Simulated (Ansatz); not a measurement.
**ZrBr (P-3m1): convergence test of the plane-wave cutoff in Python**

How high a cutoff does ZrBr (P-3m1) need? A script is to give a convergence test of the plane-wave cutoff; the system is ZrBr (P-3m1).

Computed with Ansatz 0.2.0 through its Python package. Level of theory: DFT LDA, plane waves, PAW.

**1. The structure**

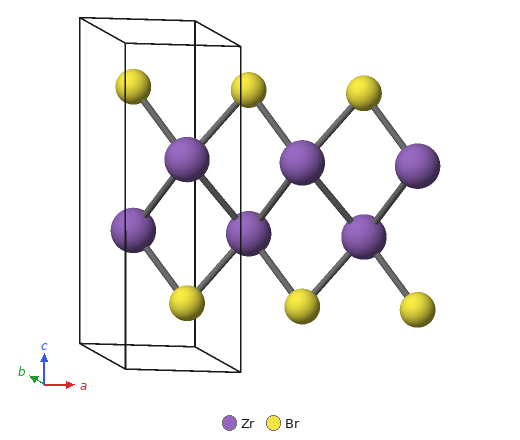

The structure that the script starts from, seen slightly off an axis (zirconium purple, bromine yellow). 3×1×1 cells are drawn. Atoms on cell faces are repeated.

No structure file is read: the coordinates are typed or built in the script.

**2. The script**

run_ecut.py

```python
"""Convergence of ZrBr with the plane-wave cutoff."""

import csv
import warnings

import ansatz as az

warnings.simplefilter("ignore", az.DeckWarning)

structure = (
    az.Lattice.of((3.454387, 0.0, 0.0), (-1.727194, 2.991587, 0.0), (0.0, 0.0, 9.988864))
    .atom("Zr", (2 / 3, 1 / 3, 0.623483))
    .atom("Zr", (1 / 3, 2 / 3, 0.376517))
    .atom("Br", (2 / 3, 1 / 3, 0.182581))
    .atom("Br", (1 / 3, 2 / 3, 0.817419))
)

job = (
    structure.calculation()
    .occupations("Methfessel-Paxton", width=0.1)
    .kpoints(mesh=(7, 7, 2))
    .functional("lda")
    .stress()
)

rows = []
for value in [250, 350, 450, 550, 650, 750]:
    data = job.basis(value).run(threads=1, pin="off").report
    rows.append((value, data["free_energy_ev"] / len(data["lattice"]["sites"]), data["n_iterations"], sum(data["stress_gpa"][i][i] for i in range(3)) / 3, data["n_pw"]))

with open("ecut.csv", "w", newline="") as handle:
    writer = csv.writer(handle)
    writer.writerow(["cutoff (eV)", "F/atom (eV)", "iterations", "P (GPa)", "plane waves"])
    writer.writerows([round(v, 5) if isinstance(v, float) else v for v in row] for row in rows)

# differences from the last row
for row in rows[:-1]:
    shift = 1000 * (row[1] - rows[-1][1])
    print(f"{row[0]}: {shift:+.2f} meV/atom" + ("  (within 2 meV)" if abs(shift) < 2 else ""))
```

**3. The input behind the calls**

The engine receives this input (first run):

```yaml
crystal:
  lattice:
    - [3.454387, 0.0, 0.0]
    - [-1.727194, 2.991587, 0.0]
    - [0.0, 0.0, 9.988864]
  atoms:
    - { symbol: Zr, position: [0.6666666666666666, 0.3333333333333333, 0.623483] }
    - { symbol: Zr, position: [0.3333333333333333, 0.6666666666666666, 0.376517] }
    - { symbol: Br, position: [0.6666666666666666, 0.3333333333333333, 0.182581] }
    - { symbol: Br, position: [0.3333333333333333, 0.6666666666666666, 0.817419] }
basis:
  ecutwfc: 250.0
kpoints:
  mp_grid:
    grid: [7, 7, 2]
hamiltonian:
  xc: lda
scf:
  occupations:
    method: methfessel_paxton
    width: 0.1
output:
  stress: true
```

**4. Running it**

Started as:

```console
> python run_ecut.py
```

Output:

```text
250: +198.80 meV/atom
350: +3.62 meV/atom
450: +0.70 meV/atom  (within 2 meV)
550: +0.14 meV/atom  (within 2 meV)
650: +0.05 meV/atom  (within 2 meV)
```

Wall time 22 s (1 thread of AMD EPYC 7R43 (Zen 3), shared host); peak memory 0.51 GiB.

ecut.csv, as written:

```csv
cutoff (eV),F/atom (eV),iterations,P (GPa),plane waves
250,-3386.43494,7,-4.74871,955
350,-3386.63013,7,-4.95216,1519
450,-3386.63305,7,-4.95682,2201
550,-3386.6336,7,-4.95823,3051
650,-3386.63369,7,-4.95861,3851
750,-3386.63374,7,-4.95873,4839
```

**5. Inputs of later runs**

The engine's inputs for some of the other runs:

Run 2, against run 1:

```diff
@@ -12 +12 @@
-  ecutwfc: 250.0
+  ecutwfc: 350.0
```

Run 4, against run 1:

```diff
@@ -12 +12 @@
-  ecutwfc: 250.0
+  ecutwfc: 550.0
```

Run 5, against run 1:

```diff
@@ -12 +12 @@
-  ecutwfc: 250.0
+  ecutwfc: 650.0
```

**6. What each run gave**

One row for each of the 6 runs:

| run | cutoff (eV) | energy from run 6 (meV/atom) | pressure (GPa) | SCF cycles | CPU time (s) |
| --- | --- | --- | --- | --- | --- |
| 1 | 250 | 198.80 | -4.75 | 7 | 1.4 |
| 2 | 350 | 3.62 | -4.95 | 7 | 1.8 |
| 3 | 450 | 0.70 | -4.96 | 7 | 2.6 |
| 4 | 550 | 0.14 | -4.96 | 7 | 4.7 |
| 5 | 650 | 0.05 | -4.96 | 7 | 4.4 |
| 6 | 750 | 0.00 | -4.96 | 7 | 5.4 |

Energies are free energies F = E - TS of the smeared occupations. 

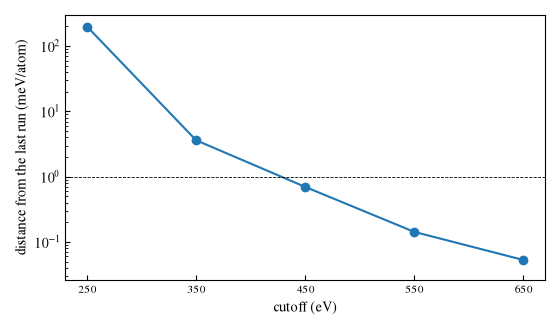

How far each run lies from the last one; the dashed line marks 1 meV/atom.

**7. What came out**

| quantity | value |
| --- | --- |
| runs compared | 6 |
| last run but one, from the last | +0.05 meV/atom |
| within 5 meV/atom of the last run from | 350 |

**Reading.** Runs 1, 2: each has a cutoff under the recommended one, so what rests on them isn't a property of the system. From 450 eV on it stays within 2 meV an atom of the value at 750 eV; the first row (250 eV) is off by 198.8 meV and the last but one by 0.05 meV. The energy falls steadily, as expected when plane waves are added. The pressure moves from -4.75 to -4.96 GPa (the program's stress holds a Pulay correction, so it settles early). Caveats:
- No spin polarisation was allowed.
- The mesh is modest for a metal, so energies can be off by several to tens of meV an atom and pressures by half a GPa or more; differences at equal mesh fare better.
- Pressure is positive in compression.
- The structure comes from a database of computed cells and needn't be a stable or known phase.
- Shifts are counted from the last row, which is itself no proven limit.
